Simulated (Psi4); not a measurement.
**Two attempts at BSiH2F (SMILES B[Si]F)**

Aim: energy and one-electron properties of BSiH2F at UPBEh-3c/def2-mSVP (density fitting).

The calculation is run with Psi4 1.11.

4 further runs of the same task are left out: 1 that didn't finish, 3 set aside as unsound or not needed.

**1. The system as given**

BSiH2F has 5 atoms, charge 0, and is taken as a triplet. As SMILES, `B[Si]F`. The coordinates come from a GFN2-xTB relaxation.

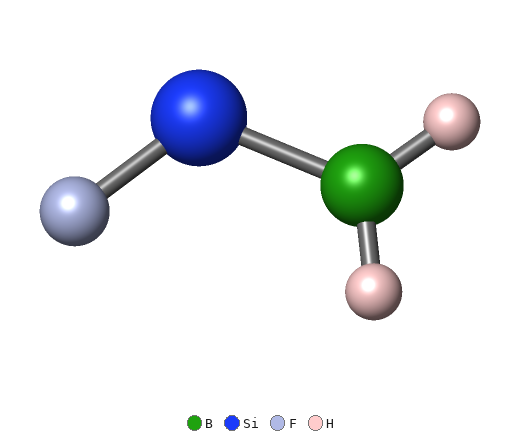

The structure, seen from a chosen angle (boron green, silicon blue, fluorine light blue, hydrogen pink).

**2. Try one**

The input, bfh2si.xyz:

```xyz
5
BFH2Si
B      0.234950     0.685700    -0.124130
Si    -0.890020    -0.807470    -0.293660
F     -0.519870    -2.176130     0.558950
H     -0.000350     1.667090    -0.717680
H      1.175290     0.630810     0.576520
```

The input, bfh2si.py:

```python
import psi4

psi4.set_memory('1600 MB')
psi4.set_num_threads(1)
psi4.core.set_output_file('bfh2si.out', False)

with open('bfh2si.xyz') as f:
    atoms = ''.join(f.readlines()[2:])
mol = psi4.geometry('0 3\n' + atoms + 'no_reorient\nno_com')

options = {'reference': 'uks', 'maxiter': 2}
psi4.set_options(options)

e, wfn = psi4.energy("pbeh-3c", molecule=mol, return_wfn=True)
psi4.oeprop(wfn, "MBIS_CHARGES", "QUADRUPOLE", "WIBERG_LOWDIN_INDICES", "MULLIKEN_CHARGES", "DIPOLE", title="PBEH-3C")
print('E =', round(e, 9))
```

Started as:

```console
python bfh2si.py
```

bfh2si.out:

```text
=> Loading Basis Set <=

    Name: DEF2-MSVP
    Role: ORBITAL
    Keyword: BASIS

   => PBEH3C: Empirical Dispersion <=

        s6 =       1.000000
        s8 =       0.000000
        a1 =       0.486000
        a2 =       4.500000

         ---------------------------------------------------------
                                   SCF
                              UKS Reference
                        1 Threads,   1525 MiB Core
         ---------------------------------------------------------

  ==> Geometry <==

    Molecular point group: c1
    Full point group: C1

    Geometry (in Angstrom), charge = 0, multiplicity = 3:

[... 90 lines left out ...]
    Weights Tolerance      =       1.00E-15
[... 24 lines left out ...]
   => Auxiliary Basis Set <=

  Basis Set: (DEF2-MSVP AUX)
    Blend: DEF2-UNIVERSAL-JKFIT
    Number of shells: 100
    Number of basis functions: 316
    Number of Cartesian functions: 377
    Spherical Harmonics?: true
    Max angular momentum: 4

  Cached 100.0% of DFT collocation blocks in 0.134 [GiB].

  Minimum eigenvalue in the overlap matrix is 1.1688919152E-02.
  Reciprocal condition number of the overlap matrix is 2.8543112513E-03.
    Using symmetric orthogonalization.

  ==> Pre-Iterations <==

  SCF Guess: Superposition of Atomic Densities via on-the-fly atomic UHF (no occupation information).

   -------------------------
    Irrep   Nso     Nmo
   -------------------------
     A         52      52
   -------------------------
    Total      52      52
   -------------------------

  ==> Iterations <==

                           Total Energy        Delta E     RMS |[F,P]|

   @DF-UKS iter SAD:  -413.99410968577683   -4.13994e+02   0.00000e+00
   @DF-UKS iter   1:  -414.60055374192518   -6.06444e-01   8.18798e-03 ADIIS/DIIS
   @DF-UKS iter   2:  -414.60932402933457   -8.77029e-03   8.60204e-03 ADIIS/DIIS

PsiException: Could not converge SCF iterations in 2 iterations.

  Failed to converge.
```

On the terminal:

```text
Traceback (most recent call last):
  File "bfh2si.py", line 14, in <module>
    e, wfn = psi4.energy("pbeh-3c", molecule=mol, return_wfn=True)
psi4.driver.p4util.exceptions.SCFConvergenceError: Could not converge SCF iterations in 2 iterations.
```

Wall time 5.4 s (1 thread of Intel Xeon Platinum 8259CL at 2.50GHz (Skylake/Cascade Lake), shared host); peak memory 0.35 GiB.

**3. Diagnosis**

No converged result was reached.

The log says `psi4.driver.p4util.exceptions.SCFConvergenceError: Could not converge SCF iterations in 2 iterations.`. The fault: the iteration cap is too low for convergence. To mend it: iteration cap at its default in place of 2.

**4. The mended input**

bfh2si.xyz is that of step 2.

The input, job.py:

```python
import psi4

psi4.set_memory('1600 MB')
psi4.set_num_threads(1)
psi4.core.set_output_file('run.log', False)

with open('bfh2si.xyz') as f:
    atoms = ''.join(f.readlines()[2:])
m = psi4.geometry('0 3\n' + atoms + 'no_reorient\nno_com')

psi4.set_options({
    'reference': 'uks',
})

e_tot, wfn = psi4.energy("pbeh-3c", return_wfn=True)
psi4.oeprop(wfn, "MBIS_CHARGES", "QUADRUPOLE", "WIBERG_LOWDIN_INDICES", "MULLIKEN_CHARGES", "DIPOLE", title="PBEH-3C")
print(f'pbeh-3c energy: {e_tot:.10f} Eh')
```

Started as:

```console
python job.py
```

run.log, shortened:

```text
[...]
  Running in c1 symmetry.
[...]
  Nuclear repulsion =   80.830231592822145
[...]
  Multiplicity = 3
[...]
  Nalpha       = 16
  Nbeta        = 14
[...]
    Number of basis functions: 52
[...]
   @DF-UKS iter   1:  -414.60055374192518   -6.06444e-01   8.18798e-03 DIIS/ADIIS
[...]
   @DF-UKS iter  10:  -414.71610322055488   -2.06780e-08   3.05499e-07 DIIS
[...]
   @S^2 Observed:                2.003503302E+00
[...]
  @DF-UKS Final Energy:  -414.71610322055488
   => Energetics <=
    Nuclear Repulsion Energy =             80.8302315928221446
    One-Electron Energy =                -734.9524625548228869
    Two-Electron Energy =                 260.3655093724432277
    DFT Exchange-Correlation Energy =     -20.9610795626523476
    Empirical Dispersion Energy =           0.0016979316549393
    VV10 Nonlocal Energy =                  0.0000000000000000
    Total Energy =                       -414.7161032205548850
[...]
 Multipole Moments:
 ------------------------------------------------------------------------------------
     Multipole            Electronic (a.u.)      Nuclear  (a.u.)        Total (a.u.)
 ------------------------------------------------------------------------------------
 L = 1.  Multiply by 2.5417464519 to convert [e a0] to [Debye]
 Dipole X            :         27.5893659          -27.9479534           -0.3585875
 Dipole Y            :         47.6496785          -47.5518399            0.0978386
 Dipole Z            :         -0.5970714            0.2976319           -0.2994395
 Magnitude           :                                                    0.4773064
 L = 2.  Multiply by 1.3450342976 to convert [e a0^2] to [Debye ang]
 Quadrupole XX       :        -71.8406211           54.2073213          -17.6332998
 Quadrupole XY       :        -77.8135080           77.8112596           -0.0022483
[...]
  Mulliken Charges: (a.u.)
   Center  Symbol    Alpha    Beta     Spin     Total
       1     B     3.00394  2.37156  0.63237 -0.37550
       2    SI     7.34499  6.00729  1.33770  0.64772
       3     F     4.76156  4.68790  0.07366 -0.44946
       4     H     0.43807  0.47953 -0.04146  0.08240
       5     H     0.45144  0.45372 -0.00228  0.09484
   Total alpha = 16.00000, Total beta = 14.00000, Total charge =  0.00000
[...]
```

Standard output:

```text
pbeh-3c energy: -414.7161032206 Eh
```

It took 12 s on 1 thread of Intel Xeon Platinum 8259CL at 2.50GHz (Skylake/Cascade Lake), shared host; peak memory 0.35 GiB.

Atomic charges (e):

```csv
atom,MBIS,Mulliken
B1,-0.172,-0.376
Si2,+0.545,+0.648
F3,-0.345,-0.449
H4,-0.020,+0.082
H5,-0.007,+0.095
```

**5. Summary of results**

Level: UPBEh-3c/def2-mSVP (density fitting).

| quantity | value |
| --- | --- |
| total energy | -414.71610 Eh |
| dipole moment | 1.21 D |
| HOMO energy (highest over α and β) | -7.27 eV |
| LUMO energy (lowest over α and β) | -2.95 eV |
| ⟨S²⟩ | 2.004 |
